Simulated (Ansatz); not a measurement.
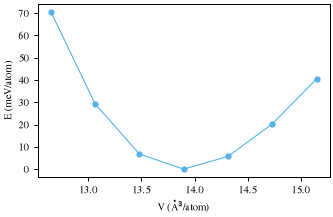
Figure: Nb2O5 in space group C2/m (No. 12; Nb on 4i, O on 4i, O on 2a, O on 4i) under volume change, DFT-PBEsol in the program Ansatz with PAW potentials, shape and atoms relaxed at each volume.

Q: What does a third-order Birch–Murnaghan fit give for V₀, B₀ and B′?

A: V₀ = 13.91 Å³/atom, B₀ = 146 GPa, B′ = 8.0.

The workflow started from a Materials Project entry (that database holds measured and hypothetical structures alike); the Crystallography Open Database copy checked does not list it. COD files the formula under space group No. 3, 15, 139, so this cell is another polymorph or a model. Whether it is the stable phase at ambient conditions was not checked. The PBEsol relaxation kept the symmetry of its start; its stability against distortions is not shown here. The run is not spin-polarised.

Potentials: the later of the program's two PAW sets.
